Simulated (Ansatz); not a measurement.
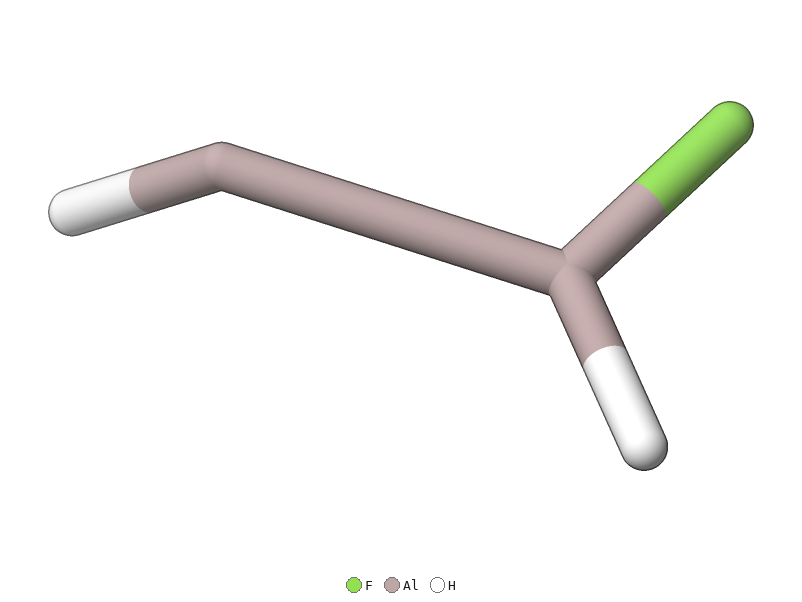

Stick drawing of a structure.

The species is neutral and a spin doublet.

Describe the molecule.

The molecule is Al₂FH₂. This geometry has C1 symmetry. It is an open-shell species. Coordination: 1 Al trigonal planar; 1 Al bent.

More results for the same structure follow; atom numbers are the same in all pictures, views and colours differ. The geometry was computed by an optimisation with PBE0-D4/def2-TZVP. No frequency run is at hand to confirm it as a minimum.

## Geometry

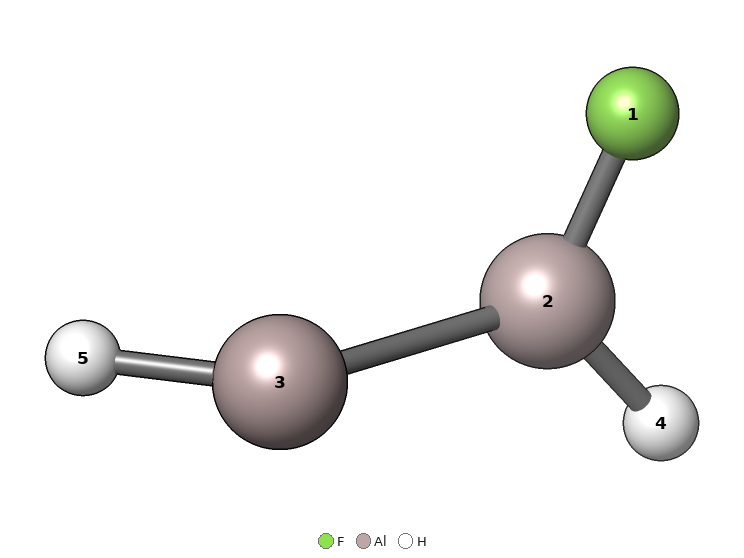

Atoms carry their numbers in the input. No frequency run is at hand to confirm it as a minimum.

Estimate the angles F1–Al2–Al3, F1–Al2–H4, Al3–Al2–H4, Al2–Al3–H5.

```json
{"angle": "F1–Al2–Al3", "degrees": "115.2"}
{"angle": "F1–Al2–H4", "degrees": "116.1"}
{"angle": "Al3–Al2–H4", "degrees": "127.3"}
{"angle": "Al2–Al3–H5", "degrees": "129.3"}
```

## Dipole moment

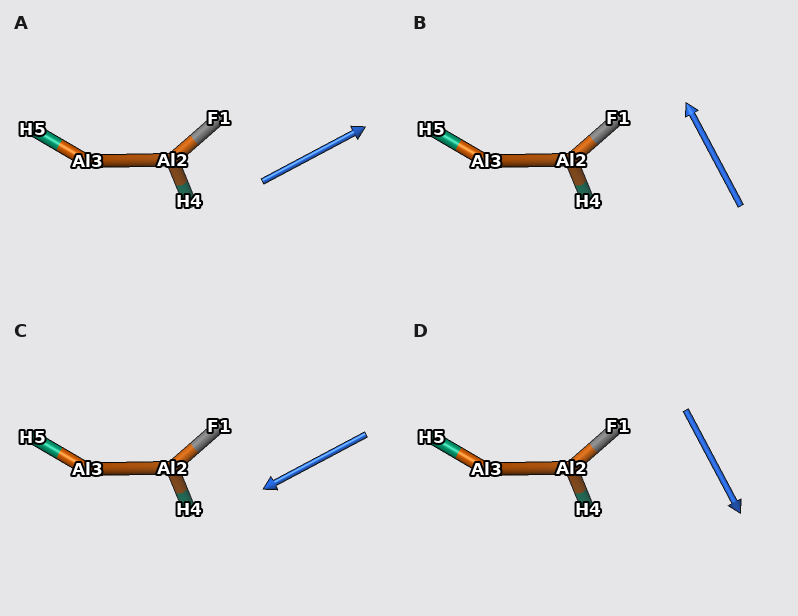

The same molecule four times, each with an arrow. No frequency run is at hand to confirm it as a minimum. Properties computed with UKS PBE0-D4/def2-TZVP (Ansatz 0.2.0).

> Which arrow points along the dipole moment, from the negative to the positive end?

C. The dipole moment is 1.81 D; it points from the side of F1 to the side of H5 (the outermost atoms at the two ends).

## Electronic properties

No frequency run is at hand to confirm it as a minimum. Properties computed with UHF-CCSD(T), frozen core/def2-TZVPP (Ansatz 0.2.0).

Predict the main results.

- ⟨S²⟩ of the determinant: 0.792
- T1 diagnostic: 0.020

## Charges

The questions are on Mulliken charges. No frequency run is at hand to confirm it as a minimum. Properties computed with UKS PBE0-D4/def2-TZVP (Ansatz 0.2.0).

Give the Mulliken charges atom by atom.

| atom | value (e) |
| --- | --- |
| F1 | −0.35 |
| Al2 | 0.45 |
| Al3 | 0.07 |
| H4 | −0.10 |
| H5 | −0.08 |

Mulliken values depend strongly on the basis set and can even reverse the polarity of a bond.
